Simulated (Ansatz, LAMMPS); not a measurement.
# Electronic structure of liquid mixture of sulfolane and H2O at 380 K (192 atoms)

What does DFT give for liquid mixture of sulfolane and H2O at 380 K (192 atoms) as built?

Calculated with Ansatz 0.2.0; Kohn-Sham DFT, PBEsol, PAW (set soft_2), plane waves.

## 1. The starting structure

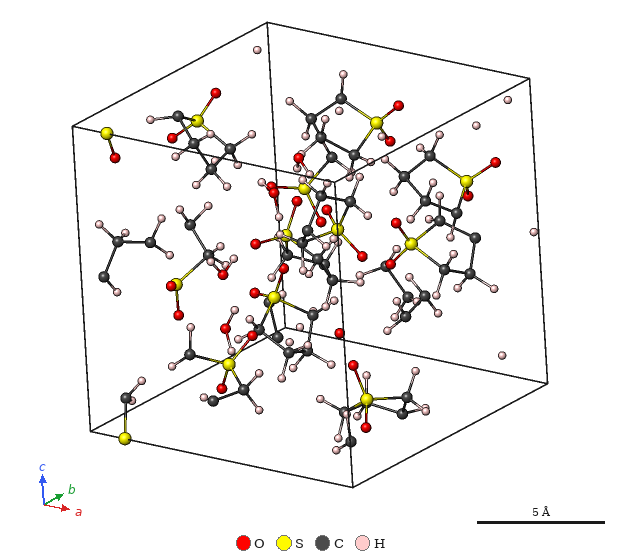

The starting structure, seen slightly off an axis (oxygen red, sulfur yellow, carbon dark grey, hydrogen pink). Bonds to atoms that aren't drawn are left out. Some periodic images of atoms are drawn too.

The cell holds 192 atoms: 28 O, 12 S, 48 C and 104 H. Its edges and angles: a = 12.923 Å, b = 12.923 Å, c = 12.923 Å, α = 90.0°, β = 90.0°, γ = 90.0°. 12 sulfolane, 4 H2O placed at random, at 1.17 g/cm³; overlaps pushed apart, then 10 ps at 450 K with MMFF94 bonds, angles, torsions, charges and radii (Halgren, J. Comput. Chem. 17, 490 (1996)) in harmonic and 12-6 forms; SPC/E water (Berendsen, Grigera and Straatsma, J. Phys. Chem. 91, 6269 (1987)). Snapshot after 20 ps at 380 K and fixed volume.

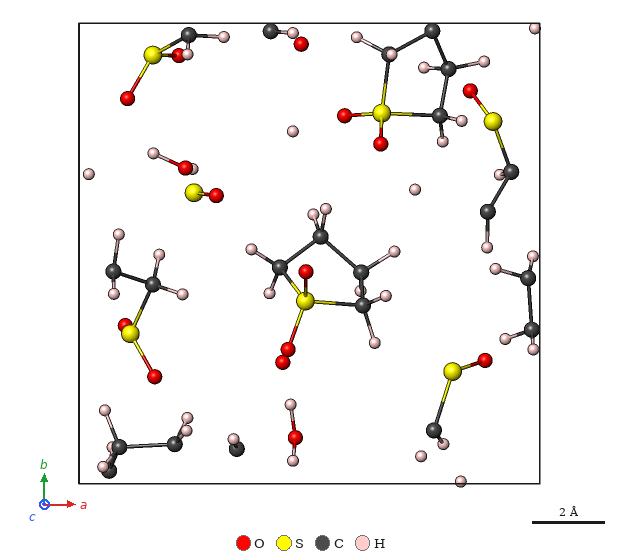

A slice 6 Å thick through the middle of the cell. Bonds to atoms that aren't drawn are left out.

Limits known from the start: The network of contacts between molecules at the start is that of the classical potential that made the cell, and needn't be the one that DFT or experiment would give. The functional has no dispersion term, which matters for the binding between molecules or layers. The density was typed from a rule of thumb and may lie off the real one at this temperature. The Brillouin zone is sampled at Γ only, in a cell whose shortest periodic width is 13 Å.

## 2. Making the structure

A classical potential makes the cell, at a small fraction of what the same run would cost in DFT.

This step: classical MD, MMFF94 bonds, angles, torsions, charges and radii (Halgren, J. Comput. Chem. 17, 490 (1996)) in harmonic and 12-6 forms; SPC/E water (Berendsen, Grigera and Straatsma, J. Phys. Chem. 91, 6269 (1987)) (LAMMPS 22 Jul 2025 - Update 4).

File in.lmp:

```
# liquid mixture of sulfolane and H2O
units real
atom_style full
boundary p p p
bond_style harmonic
angle_style harmonic
dihedral_style opls
improper_style harmonic
special_bonds lj 0 0 0.5 coul 0 0 0.75
read_data data.lmp
neigh_modify delay 0 every 1 check yes one 4000
comm_modify cutoff 12.0
timestep 0.5
thermo_style custom step time temp pe press density
thermo_modify norm yes
# push overlapping molecules apart
pair_style soft 2.6
pair_coeff * * 0.0
variable a equal ramp(1,60)
fix ad all adapt 1 pair soft a * * v_a
velocity all create 450 5276 mom yes dist gaussian
fix lim all nve/limit 0.03
fix lan all langevin 450 450 50 5277 zero yes
thermo 1000
run 3000 post no
unfix ad
pair_style lj/cut/coul/long 9.0
pair_modify mix arithmetic tail yes
pair_coeff 1 1 0.0763 3.0960   # O
pair_coeff 2 2 0.2681 3.4180   # S
pair_coeff 3 3 0.0678 3.3680   # C
pair_coeff 4 4 0.0216 2.5400   # H
pair_coeff 5 5 0.1553 3.1660   # O
pair_coeff 6 6 0.0000 1.0000   # H
# [... 19 lines left out ...]
compute msd all msd com yes
thermo 5000
fix md all nvt temp 380 380 100
run 20000 post no
print "== T380: mean square displacement over the hold $(c_msd[4]:%.2f) A^2"
unfix md
uncompute msd
write_dump all custom T380.dump id type xs ys zs modify sort id
```

The run is started by

```
> lmp -in in.lmp -log none -nocite
```

Numbers of over 12 decimals in the logs are rounded to 6 here.

Output:

```text
LAMMPS (22 Jul 2025 - Update 4)
Reading data file ...
  orthogonal box = (0 0 0) to (12.92274 12.92274 12.92274)
  192 atoms
  orthogonal box = (0 0 0) to (12.92274 12.92274 12.92274)
  188 bonds
  364 angles
  492 dihedrals
   Step          Time           Temp          PotEng         Press         Density
         0   0              450            0.39087588    -1383.3844      1.1650003
      1000   500            434.47999      1.7640199      20164.265      1.1650003
      2000   1000           391.51513      1.5663389      31836.067      1.1650003
      3000   1500           390.67841      1.54685        23464.239      1.1650003
Loop time of 0.442453 s on 1 MPI rank(s) for 3000 steps with 192 atoms
PPPM initialization ...
  G vector (1/distance) = 0.30011887
  grid = 8 8 8
  estimated relative force accuracy = 2.8778345e-05
   Step          Time           Temp          PotEng         Press         Density
      3000   1500           390.67841      0.93667149     2723.4182      1.1650003
      3100   1550           390.67841     -0.70495938     6303.755       1.1650003
      3200   1600           390.67841     -0.8535179      5218.5176      1.1650003
      3300   1650           390.67841     -0.91250533     4801.4708      1.1650003
Loop time of 0.510303 s on 1 MPI rank(s) for 300 steps with 192 atoms
Minimization stats:
  Stopping criterion = max iterations
  Energy initial, next-to-last, final =
     0.936671491217841 -0.911872136623885  -0.91250532815193
  Force two-norm initial, final = 562.97193 16.077128
  Iterations, force evaluations = 300 604
   Step          Time           Temp          PotEng         Press         Density
         0   0              450           -0.91250533     5516.8717      1.1650003
      1000   500            442.7722       0.4017224      10509.611      1.1650003
      2000   1000           446.87077      0.45773379     8382.4406      1.1650003
Loop time of 1.22692 s on 1 MPI rank(s) for 2000 steps with 192 atoms
   Step          Time           Temp          PotEng         Press         Density
      2000   1000           456.4295       0.4169339      6031.4729      1.1650003
[... 5 lines left out ...]
Loop time of 6.61617 s on 1 MPI rank(s) for 10000 steps with 192 atoms
   Step          Time           Temp          PotEng         Press         Density
[... 4 lines left out ...]
Loop time of 3.26205 s on 1 MPI rank(s) for 5000 steps with 192 atoms
   Step          Time           Temp          PotEng         Press         Density
[... 2 lines left out ...]
     25000   24000          369.06369      0.065289908   -5643.3041      1.1650003
     30000   29000          371.98495      0.034166412    5659.2846      1.1650003
     35000   34000          397.50584     -0.043375067   -318.01527      1.1650003
     37000   36000          374.41697     -0.036771294    4825.2309      1.1650003
Loop time of 13.0809 s on 1 MPI rank(s) for 20000 steps with 192 atoms
== T380: mean square displacement over the hold 13.97 A^2
```

The job ended after 25 s (1 thread of Arm Neoverse V2, shared host; peak memory 0.13 GiB).

The input also reads data.lmp (atoms, bonds and types; not printed here).

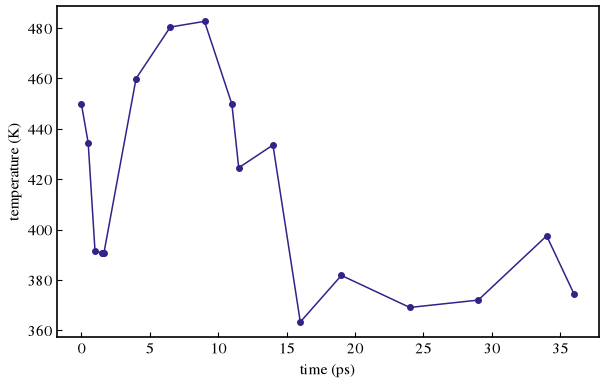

Temperature against time.

(Continued in part 2 of 3.)

[Logs are printed without paths, hosts, clocks, repeated set-up lines and the standing remarks that a program may print on its own settings, such as how far it seeks lower states.]

[Hosts, paths, dates, database ids (printed as entryN), source tags and the programs' standing remarks are cut or masked in the printed files.]

[The MMFF94 radii named for the starting cell were scaled by 0.96; in molecules described by MMFF94, hydrogen bound to N, O or S took a small fixed 12-6 site in their place.]
